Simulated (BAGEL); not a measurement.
**GeH4O2 (SMILES [OH][GeH2][OH]), step by step**

We compute a single-point energy (HF/cc-pVDZ), then a single-point energy (NEVPT2(2,2)/cc-pVDZ), then the energy (CASPT2(2,2)/cc-pVDZ) of GeH4O2. 

The calculation is run with BAGEL 1.2.2.

1 further run of the same task is left out (set aside as unsound or not needed).

## Step 1: Starting point

GeH4O2: 7 atoms, total charge 0, spin state singlet. As SMILES, `[OH][GeH2][OH]`. The O3–H7 distance was set to 1.295 Å, away from the relaxed value.

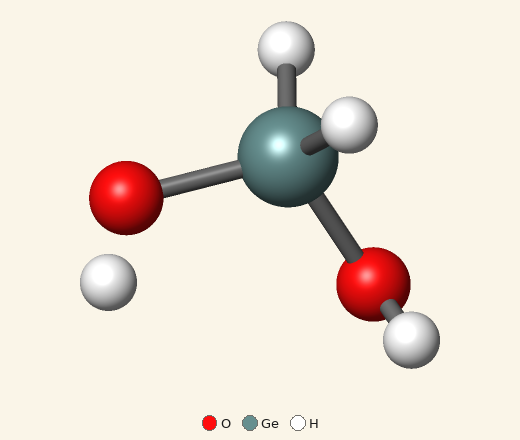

The structure, seen from a chosen angle (oxygen red, germanium teal, hydrogen white).

## Step 2: The energy at HF/cc-pVDZ (density fitting with svp-jkfit) (run 1)

job.json reads:

```json
{ "bagel": [

{
  "title": "molecule",
  "basis": "cc-pvdz.json",
  "df_basis": "svp-jkfit",
  "angstrom": true,
  "geometry": [
    { "atom": "O", "xyz": [   -1.588664,   -0.298302,    0.125121 ] },
    { "atom": "Ge", "xyz": [   -0.073864,    0.494698,    0.604321 ] },
    { "atom": "O", "xyz": [    1.250036,   -0.681202,    0.699621 ] },
    { "atom": "H", "xyz": [   -1.732264,   -0.301002,   -0.823079 ] },
    { "atom": "H", "xyz": [    0.266036,    1.578198,   -0.440079 ] },
    { "atom": "H", "xyz": [   -0.269864,    0.980798,    2.036321 ] },
    { "atom": "H", "xyz": [    1.625600,   -1.135200,   -0.453800 ] }
  ]
},
{
  "title": "hf"
},
{
  "title": "print",
  "file": "orbitals.molden",
  "orbitals": true
}

]}
```

The basis set cc-pVDZ is read from a file made from the Basis Set Exchange's data (not shown).

Launch:

```
BAGEL_NUM_THREADS=1 BAGEL job.json > job.out
```

The log of the run:

```text
* using 1 threads per process

  ===============================================================
  ===============================================================

  *** Geometry ***

  { "atom" : "O", "xyz" : [     -3.002140,     -0.563709,      0.236444 ] },
  { "atom" : "Ge", "xyz" : [     -0.139583,      0.934844,      1.142001 ] },
  { "atom" : "O", "xyz" : [      2.362226,     -1.287285,      1.322092 ] },
  { "atom" : "H", "xyz" : [     -3.273505,     -0.568811,     -1.555394 ] },
  { "atom" : "H", "xyz" : [      0.502735,      2.982362,     -0.831629 ] },
  { "atom" : "H", "xyz" : [     -0.509969,      1.853440,      3.848089 ] },
  { "atom" : "H", "xyz" : [      3.071939,     -2.145217,     -0.857558 ] },

  Number of auxiliary basis functions:      492

  Since a DF basis is specified, we compute 2- and 3-index integrals:
    o Being stored without compression. Storage requirement is 0.022 GB

  Number of basis functions:       75
  Number of electrons      :       52

    * METHOD: MOLECULE                             0.26

  *** RHF ***

  === Nuclear Repulsion ===
   217.7412581089

      * DIIS with orbital gradients will be used.

  === RHF iteration (cc-pvdz.json) ===
      0      -2227.02684866          0.02246783           0.07
      1      -2227.18524579          0.01790088           0.07
      2      -2227.36296292          0.00149657           0.07
      3      -2227.36462713          0.00074340           0.06
      4      -2227.36501560          0.00021803           0.06
      5      -2227.36506070          0.00004668           0.06
      6      -2227.36506420          0.00000987           0.06
      7      -2227.36506433          0.00000290           0.06
      8      -2227.36506434          0.00000144           0.06
      9      -2227.36506434          0.00000069           0.06
     10      -2227.36506434          0.00000026           0.06
     11      -2227.36506434          0.00000011           0.06
     12      -2227.36506434          0.00000005           0.06
     13      -2227.36506434          0.00000002           0.06
     14      -2227.36506434          0.00000001           0.06
    * SCF iteration converged.

    * Permanent dipole moment:
           (   -0.190035,    -0.401345,     1.122104) a.u.

    * METHOD: HF                                   1.17

    * METHOD: PRINT                                0.02

  ===============================================================
```

Run time: 1.6 s. Hardware: 1 thread of Arm Neoverse V1, shared host; peak memory 0.15 GiB.

## Step 3: A single-point energy at NEVPT2(2,2)/cc-pVDZ (density fitting with svp-jkfit) (run 2)

input.json reads:

```json
{ "bagel" : [

{
  "title" : "molecule",
  "basis" : "cc-pvdz.json",
  "df_basis" : "svp-jkfit",
  "angstrom" : "true",
  "geometry" : [
    { "atom" : "O", "xyz" : [      -1.588664,      -0.298302,       0.125121 ] },
    { "atom" : "Ge", "xyz" : [      -0.073864,       0.494698,       0.604321 ] },
    { "atom" : "O", "xyz" : [       1.250036,      -0.681202,       0.699621 ] },
    { "atom" : "H", "xyz" : [      -1.732264,      -0.301002,      -0.823079 ] },
    { "atom" : "H", "xyz" : [       0.266036,       1.578198,      -0.440079 ] },
    { "atom" : "H", "xyz" : [      -0.269864,       0.980798,       2.036321 ] },
    { "atom" : "H", "xyz" : [       1.625600,      -1.135200,      -0.453800 ] }
  ]
},

{
  "title" : "hf"
},

{
  "title" : "casscf",
  "nstate" : 1,
  "nact" : 2,
  "nclosed" : 25,
  "active" : [21, 27],
  "maxiter" : 200,
  "natocc" : "true"
},

{
  "title" : "nevpt2",
  "nstate" : 1,
  "nact" : 2,
  "nclosed" : 25,
  "active" : [21, 27],
  "maxiter" : 200,
  "natocc" : "true",
  "ncore" : 11
},

{
  "title" : "print",
  "file" : "orbitals.molden",
  "orbitals" : "true"
}

]}
```

The basis set cc-pVDZ is read from a file made from the Basis Set Exchange's data (not shown).

Launch:

```
BAGEL_NUM_THREADS=1 BAGEL input.json > input.out
```

The log of the run:

```text
* using 1 threads per process

  ===============================================================
  ===============================================================

  *** Geometry ***

  { "atom" : "O", "xyz" : [     -3.002140,     -0.563709,      0.236444 ] },
  { "atom" : "Ge", "xyz" : [     -0.139583,      0.934844,      1.142001 ] },
  { "atom" : "O", "xyz" : [      2.362226,     -1.287285,      1.322092 ] },
  { "atom" : "H", "xyz" : [     -3.273505,     -0.568811,     -1.555394 ] },
  { "atom" : "H", "xyz" : [      0.502735,      2.982362,     -0.831629 ] },
  { "atom" : "H", "xyz" : [     -0.509969,      1.853440,      3.848089 ] },
  { "atom" : "H", "xyz" : [      3.071939,     -2.145217,     -0.857558 ] },

  Number of auxiliary basis functions:      492

  Since a DF basis is specified, we compute 2- and 3-index integrals:
    o Being stored without compression. Storage requirement is 0.022 GB

  Number of basis functions:       75
  Number of electrons      :       52

    * METHOD: MOLECULE                             0.26

  *** RHF ***

  === Nuclear Repulsion ===
   217.7412581089

      * DIIS with orbital gradients will be used.

  === RHF iteration (cc-pvdz.json) ===
      0      -2227.02684866          0.02246783           0.07
      1      -2227.18524579          0.01790088           0.07
      2      -2227.36296292          0.00149657           0.07
      3      -2227.36462713          0.00074340           0.06
      4      -2227.36501560          0.00021803           0.06
      5      -2227.36506070          0.00004668           0.07
      6      -2227.36506420          0.00000987           0.07
      7      -2227.36506433          0.00000290           0.07
      8      -2227.36506434          0.00000144           0.07
      9      -2227.36506434          0.00000069           0.06
     10      -2227.36506434          0.00000026           0.06
     11      -2227.36506434          0.00000011           0.07
     12      -2227.36506434          0.00000005           0.07
     13      -2227.36506434          0.00000002           0.07
     14      -2227.36506434          0.00000001           0.07
    * SCF iteration converged.

    * Permanent dipole moment:
           (   -0.190035,    -0.401345,     1.122104) a.u.

    * METHOD: HF                                   1.18

  ---------------------------
      CASSCF calculation
  ---------------------------

    ==== Active orbitals : =====
         Orbital 21
         Orbital 27
    ============================

    * nstate   :      1
    * nclosed  :     25
    * nact     :      2
    * nvirt    :     48
  === CASSCF iteration (cc-pvdz.json) ===

    * Using the second-order algorithm

      0  0     -2227.36791266     5.85e-04      0.02

      1  0     -2227.39869778     2.27e-03      0.36

      2  0     -2227.40207151     5.27e-04      0.42

      3  0     -2227.40221064     2.46e-04      0.40

      4  0     -2227.40222389     9.93e-05      0.42

      5  0     -2227.40222564     3.84e-05      0.45

      6  0     -2227.40222589     1.46e-05      0.43

      7  0     -2227.40222592     5.50e-06      0.42

      8  0     -2227.40222593     2.07e-06      0.42

      9  0     -2227.40222593     7.79e-07      0.45

     10  0     -2227.40222593     2.93e-07      0.41

     11  0     -2227.40222593     1.10e-07      0.37

     12  0     -2227.40222593     4.15e-08      0.36

     13  0     -2227.40222593     1.56e-08      0.36

     14  0     -2227.40222593     5.87e-09      0.33

    * Second-order optimization converged. *

     guess   0:   closed 1.                   open ..

  === FCI iteration ===

      0  0     -2227.36359687     1.01e-01      0.00
      1  0     -2227.40187090     7.99e-03      0.00
      2  0 *   -2227.40222593     6.87e-16      0.00

     * ci vector, state   0, <S^2> = 0.0000
       2.     0.9822921425
       .2    -0.1873556692

    * METHOD: CASSCF                               5.78

    * freezing 11 orbitals

  === DF-NEVPT2 calculation ===

    * 3-index integral transformation done
    * assembly done

      NEVPT2 correlation energy:   -0.4775231554      0.14

          (+0)     -0.3929325287
          (+0)'    -0.0357656714
          (+1)     -0.0078000423
          (+1)'    -0.0000000000
          (+2)     -0.0007133817
          (-1)     -0.0352464404
          (-1)'     0.0000000000
          (-2)     -0.0050650909

      NEVPT2 total energy:       -2227.8797490848

    * METHOD: NEVPT2                               0.26

    * METHOD: PRINT                                0.02

  ===============================================================
```

It took 7.8 s on 1 thread of Arm Neoverse V1, shared host; peak memory 0.15 GiB.

## Step 4: A single-point energy at CASPT2(2,2)/cc-pVDZ (density fitting with svp-jkfit) (run 3)

job.json reads:

```json
{ "bagel": [

{
  "title": "molecule",
  "basis": "cc-pvdz.json",
  "df_basis": "svp-jkfit",
  "angstrom": true,
  "geometry": [
    { "atom": "O", "xyz": [      -1.588664,      -0.298302,       0.125121 ] },
    { "atom": "Ge", "xyz": [      -0.073864,       0.494698,       0.604321 ] },
    { "atom": "O", "xyz": [       1.250036,      -0.681202,       0.699621 ] },
    { "atom": "H", "xyz": [      -1.732264,      -0.301002,      -0.823079 ] },
    { "atom": "H", "xyz": [       0.266036,       1.578198,      -0.440079 ] },
    { "atom": "H", "xyz": [      -0.269864,       0.980798,       2.036321 ] },
    { "atom": "H", "xyz": [       1.625600,      -1.135200,      -0.453800 ] }
  ]
},

{
  "title": "hf"
},

{
  "title": "casscf",
  "nstate": 1,
  "nact": 2,
  "nclosed": 25,
  "active": [21, 27],
  "maxiter": 200,
  "natocc": true
},

{
  "title": "print",
  "file": "orbitals.molden",
  "orbitals": true
},

{
  "title": "smith",
  "method": "caspt2",
  "ms": true,
  "xms": true,
  "sssr": true,
  "shift": 0.2,
  "shift_imag": true,
  "ncore": 11
}

]}
```

The basis set cc-pVDZ is read from a file made from the Basis Set Exchange's data (not shown).

Launch:

```
BAGEL_NUM_THREADS=1 BAGEL job.json > job.out
```

The log of the run:

```text
* using 1 threads per process

  ===============================================================
  ===============================================================

  *** Geometry ***

  { "atom" : "O", "xyz" : [     -3.002140,     -0.563709,      0.236444 ] },
  { "atom" : "Ge", "xyz" : [     -0.139583,      0.934844,      1.142001 ] },
  { "atom" : "O", "xyz" : [      2.362226,     -1.287285,      1.322092 ] },
  { "atom" : "H", "xyz" : [     -3.273505,     -0.568811,     -1.555394 ] },
  { "atom" : "H", "xyz" : [      0.502735,      2.982362,     -0.831629 ] },
  { "atom" : "H", "xyz" : [     -0.509969,      1.853440,      3.848089 ] },
  { "atom" : "H", "xyz" : [      3.071939,     -2.145217,     -0.857558 ] },

  Number of auxiliary basis functions:      492

  Since a DF basis is specified, we compute 2- and 3-index integrals:
    o Being stored without compression. Storage requirement is 0.022 GB

  Number of basis functions:       75
  Number of electrons      :       52

    * METHOD: MOLECULE                             0.26

  *** RHF ***

  === Nuclear Repulsion ===
   217.7412581089

      * DIIS with orbital gradients will be used.

  === RHF iteration (cc-pvdz.json) ===
      0      -2227.02684866          0.02246783           0.07
      1      -2227.18524579          0.01790088           0.07
      2      -2227.36296292          0.00149657           0.07
      3      -2227.36462713          0.00074340           0.07
      4      -2227.36501560          0.00021803           0.07
      5      -2227.36506070          0.00004668           0.07
      6      -2227.36506420          0.00000987           0.07
      7      -2227.36506433          0.00000290           0.07
      8      -2227.36506434          0.00000144           0.07
      9      -2227.36506434          0.00000069           0.06
     10      -2227.36506434          0.00000026           0.07
     11      -2227.36506434          0.00000011           0.07
     12      -2227.36506434          0.00000005           0.06
     13      -2227.36506434          0.00000002           0.06
     14      -2227.36506434          0.00000001           0.06
    * SCF iteration converged.

    * Permanent dipole moment:
           (   -0.190035,    -0.401345,     1.122104) a.u.

    * METHOD: HF                                   1.19

  ---------------------------
      CASSCF calculation
  ---------------------------

    ==== Active orbitals : =====
         Orbital 21
         Orbital 27
    ============================

    * nstate   :      1
    * nclosed  :     25
    * nact     :      2
    * nvirt    :     48
  === CASSCF iteration (cc-pvdz.json) ===

    * Using the second-order algorithm

      0  0     -2227.36791266     5.85e-04      0.02

      1  0     -2227.39869778     2.27e-03      0.33

      2  0     -2227.40207151     5.27e-04      0.44

      3  0     -2227.40221064     2.46e-04      0.44

      4  0     -2227.40222389     9.93e-05      0.42

      5  0     -2227.40222564     3.84e-05      0.42

      6  0     -2227.40222589     1.46e-05      0.45

      7  0     -2227.40222592     5.50e-06      0.46

      8  0     -2227.40222593     2.07e-06      0.40

      9  0     -2227.40222593     7.79e-07      0.43

     10  0     -2227.40222593     2.93e-07      0.42

     11  0     -2227.40222593     1.10e-07      0.43

     12  0     -2227.40222593     4.15e-08      0.35

     13  0     -2227.40222593     1.56e-08      0.34

     14  0     -2227.40222593     5.87e-09      0.33

    * Second-order optimization converged. *

     guess   0:   closed 1.                   open ..

  === FCI iteration ===

      0  0     -2227.36359687     1.01e-01      0.00
      1  0     -2227.40187090     7.99e-03      0.00
      2  0 *   -2227.40222593     6.87e-16      0.00

     * ci vector, state   0, <S^2> = 0.0000
       2.     0.9822921425
       .2    -0.1873556692

    * METHOD: CASSCF                               5.83

    * METHOD: PRINT                                0.02

  === SMITH program ===

    * freezing 11 orbitals

    * Approximate memory requirement for SMITH calulation per MPI process:
      o Storage requirement for T-amplitude, lambda, and residual is 0.02 GB
      o Storage requirement for MO integrals is 0.01 GB
    * Calculating and saving rdm4f

    * Zeroth order energy : state  0       -1.0759395005

    * CASPT2 iteration is performed using orthogonal basis

      -------------------------------------------  CASPT2 iteration  ---------------------------------------------------
       #      aibj      arbs      arbi      airj      risj      airs      arst      rist         Etot      error   time
      ------------------------------------------------------------------------------------------------------------------

       0  -0.39174  -0.00599  -0.03522  -0.00785  -0.00089  -0.03212  -0.00000  -0.00000   -0.4738095  0.0017199   0.10
       1  -0.39192  -0.00602  -0.03538  -0.00794  -0.00094  -0.03268  -0.00000  -0.00000   -0.4748842  0.0002473   0.08
       2  -0.39193  -0.00603  -0.03534  -0.00794  -0.00094  -0.03272  -0.00000  -0.00000   -0.4749125  0.0000508   0.09
       3  -0.39193  -0.00603  -0.03534  -0.00793  -0.00095  -0.03273  -0.00000  -0.00000   -0.4749135  0.0000102   0.08
       4  -0.39193  -0.00603  -0.03534  -0.00793  -0.00095  -0.03273   0.00000  -0.00000   -0.4749135  0.0000021   0.08
       5  -0.39193  -0.00603  -0.03534  -0.00793  -0.00095  -0.03273   0.00000  -0.00000   -0.4749135  0.0000004   0.08

      ------------------------------------------------------------------------------------------------------------------

    * CASPT2 energy : state  0    -2227.8791365750
        w/o shift correction      -2227.8771394562
        reference weight              0.8775788990

    * METHOD: SMITH                                0.75

  ===============================================================
```

Run time: 8.4 s. Hardware: 1 thread of Arm Neoverse V1, shared host; peak memory 0.18 GiB.

## Step 5: Outcome

| quantity | value |
| --- | --- |
| run 1, HF/cc-pVDZ: total energy | -2227.36506 Eh |
| run 1, HF/cc-pVDZ: dipole moment | 3.07 D |
| run 1, HF/cc-pVDZ: HOMO energy | -12.36 eV |
| run 1, HF/cc-pVDZ: LUMO energy | 2.97 eV |
| run 1, HF/cc-pVDZ: HOMO–LUMO gap | 15.33 eV |
| run 2, NEVPT2(2,2)/cc-pVDZ: total energy | -2227.87975 Eh |
| run 3, CASPT2(2,2)/cc-pVDZ: total energy | -2227.87914 Eh |
